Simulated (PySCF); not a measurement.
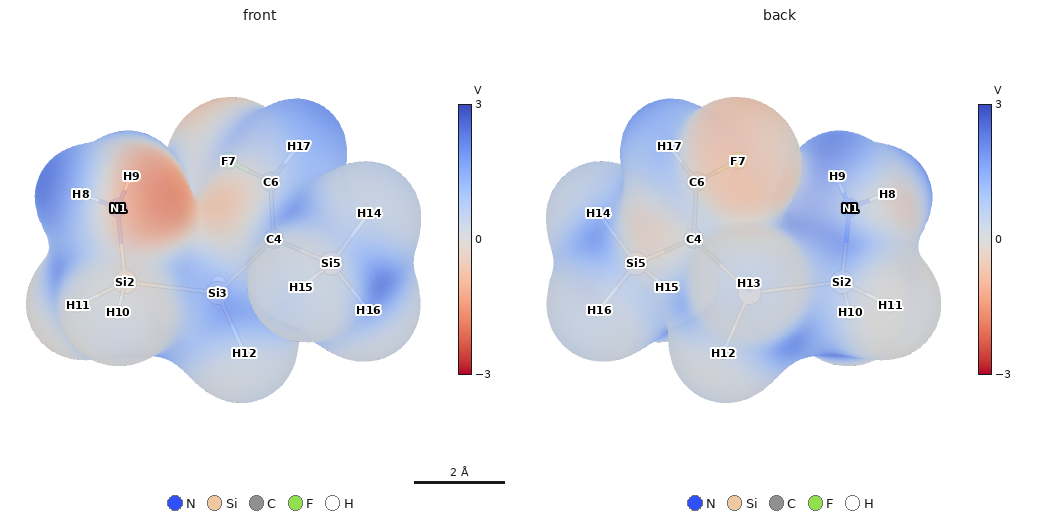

The picture shows: C₂H₁₀FNSi₃. The electrostatic potential painted on the density surface at 0.004 e/bohr³, seen from the front and from behind; the colour scale runs from red (negative) to blue (positive).

Geometry: GFN2-xTB.

All numbers below come from PySCF, wB97X-D/def2-SVPD, SCF density, gas phase.

```yaml
atoms:
  - { symbol: N, position_ang: [-2.3434, 0.3316, 1.1735] }
  - { symbol: Si, position_ang: [-2.1030, -0.8702, -0.0380] }
  - { symbol: Si, position_ang: [-0.1047, -0.3863, -1.0818] }
  - { symbol: C, position_ang: [1.1266, 0.3899, 0.1393] }
  - { symbol: Si, position_ang: [2.5455, -0.5981, 0.8804] }
  - { symbol: C, position_ang: [0.9501, 1.6422, 0.5173] }
  - { symbol: F, position_ang: [-0.0746, 2.4004, 0.0439] }
  - { symbol: H, position_ang: [-3.1555, 0.2776, 1.7674] }
  - { symbol: H, position_ang: [-2.1493, 1.2952, 0.9539] }
  - { symbol: H, position_ang: [-2.1282, -2.1255, 0.7241] }
  - { symbol: H, position_ang: [-3.2029, -0.9706, -1.0207] }
  - { symbol: H, position_ang: [0.5785, -1.5754, -1.6156] }
  - { symbol: H, position_ang: [-0.2149, 0.5498, -2.2120] }
  - { symbol: H, position_ang: [3.3461, 0.2585, 1.7596] }
  - { symbol: H, position_ang: [1.9869, -1.7162, 1.6442] }
  - { symbol: H, position_ang: [3.3847, -1.1085, -0.2052] }
  - { symbol: H, position_ang: [1.5511, 2.2178, 1.2091] }
```

Which sites attract a positive test charge, and which a negative one?

A positive charge is drawn to the negative regions and a negative charge to the positive ones. The most negative region (about −1.6 V) lies over N1, the most positive (about +2.1 V) over Si5 and H8. N1 is the likeliest acceptor of a hydrogen bond.

How polar is the molecule by this calculation?

Its dipole moment is 0.95 D.
